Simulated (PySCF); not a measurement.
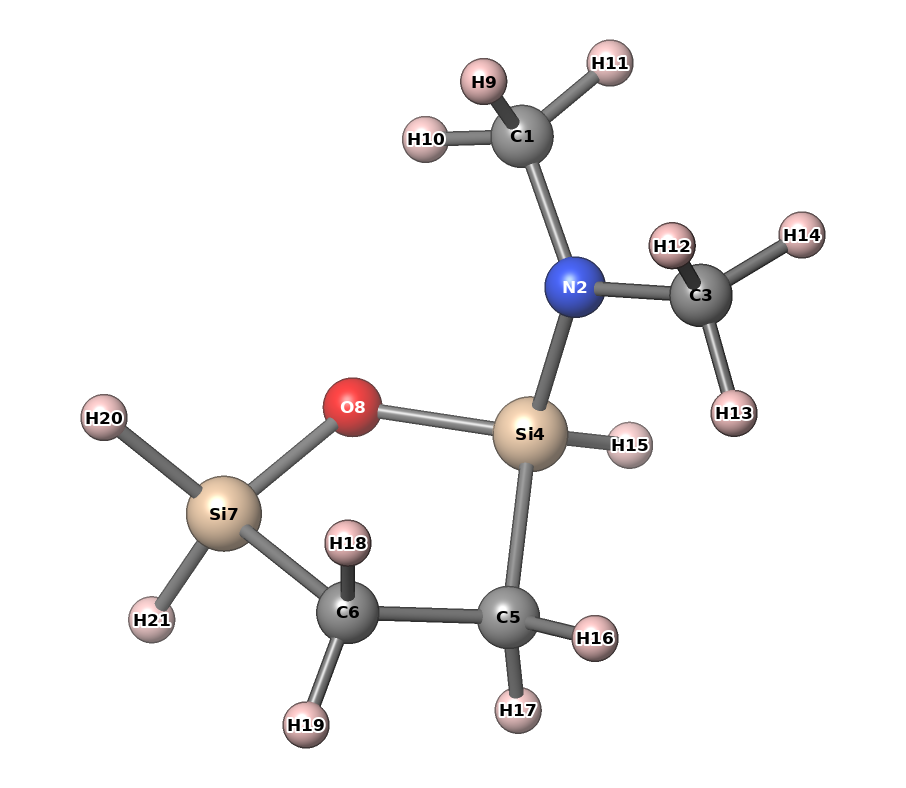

Distant atoms are faded towards the background colour. The geometry was computed by an optimisation with PBE0-D3(BJ)/def2-SVP. No frequency run is at hand to confirm it as a minimum.

Which atoms or bonds are stereogenic?

Centres: Si4.

What are the Cahn–Ingold–Prelog descriptors?

Si4: R (priorities O8 > N2 > C5 > H15).

Write the isomeric SMILES.

CN(C)[Si@H]1CC[SiH2]O1
